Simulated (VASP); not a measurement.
Band structure of BaO$_{2}$ (space group Cmmm). Computed with LDA (Ceperley-Alder, Perdew-Zunger), VASP's LDA PAW potentials (set 64) (plane waves; VASP).

Unless said otherwise, spin-orbit coupling is left out, though it shifts the bands of the heavy elements here.

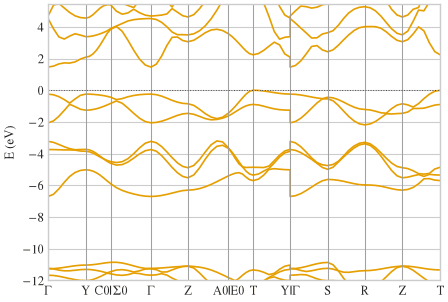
Bands along high-symmetry lines, zero at the valence-band maximum or, without a gap, the Fermi level

### Question
Read the plot: is there a gap, and where are the band edges?

### Answer
The gap is indirect, 1.46 eV, from the valence maximum at T to the conduction minimum at Γ. (Edges off the drawn lines would not show.)

The structure comes from a computed database's BaO2 entry (Cmmm); how it stands against other phases isn't given here. It was relaxed first, which changed the volume by -17 %.
